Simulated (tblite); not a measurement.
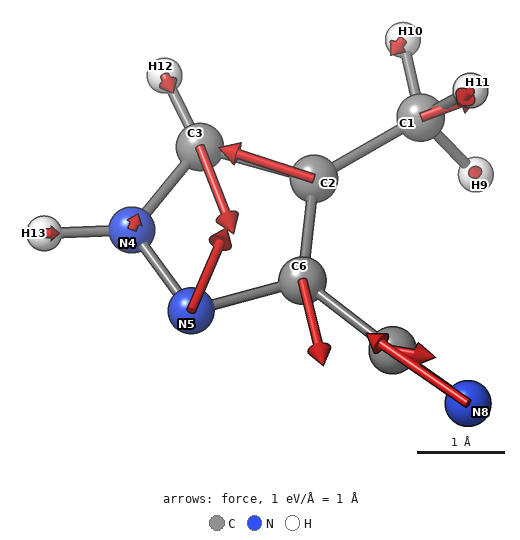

Starting geometry of C5H5N3 with the computed forces as red arrows. Style: ball-and-stick. Shown at a tilt.

These are results of GFN2-xTB geometry optimisation, gas phase (tblite 0.8.0), not measurements. 

Is this structure relaxed? If not, where do the atoms go?

It isn't relaxed: the largest force vector, on an N atom, is 1.57 eV/Å. The final displacements follow the starting forces only in part (cosine between the two patterns 0.34). The largest move after the best rigid fit is that of an N atom, 0.11 Å. By element the largest moves are N 0.11 Å, C 0.05 Å, H 0.04 Å. Among the contacts that change: C–C 1.435 → 1.405 Å, C–C 1.398 → 1.375 Å, C–N 1.368 → 1.353 Å, C–N 1.344 → 1.329 Å. Bond angles that change, for instance: N–C–C 119.7° → 123.1°, C–C–C 128.1° → 126.0°, C–C–H 112.4° → 110.4°. Over 30 geometry steps the energy falls by 1.82 kcal/mol.
